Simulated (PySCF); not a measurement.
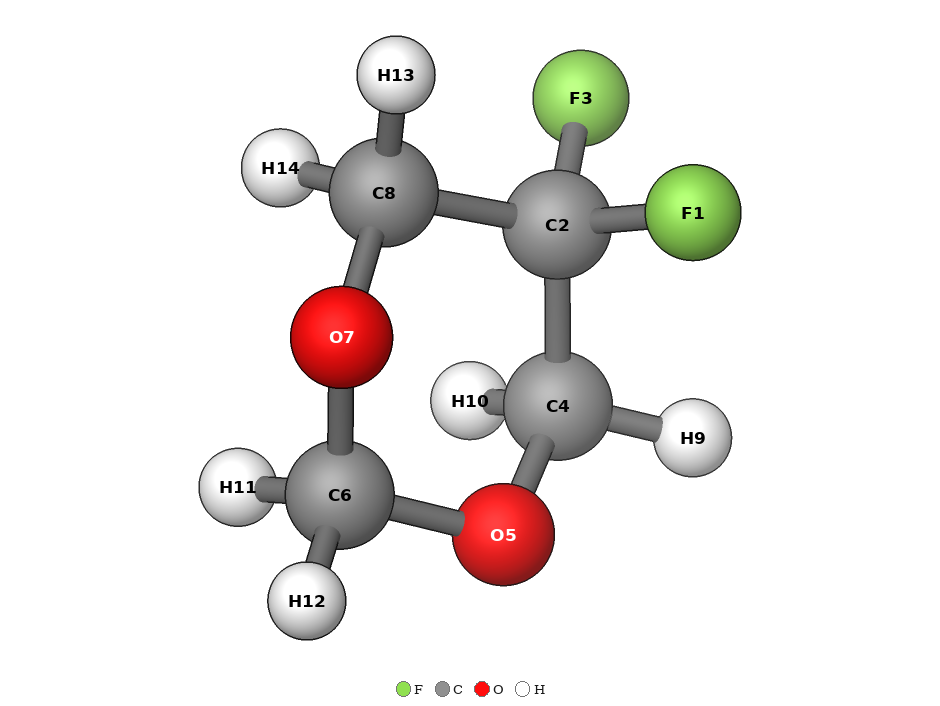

Computed geometry: PBE0-D3(BJ)/def2-SVP optimisation. No frequency run is at hand to confirm it as a minimum. Electric field gradients from the ground-state density, B3LYP/pcJ-0 (PySCF 2.14.0), non-relativistic apart from any core potentials.

Give the largest field-gradient component, the quadrupole coupling constant and the asymmetry for 17O at O5 (Q = −25.6 mb).

```json
{"atom": "O5", "V_zz (a.u.)": "2.266", "e²qQ/h (MHz)": "−13.63", "η": "0.89"}
```
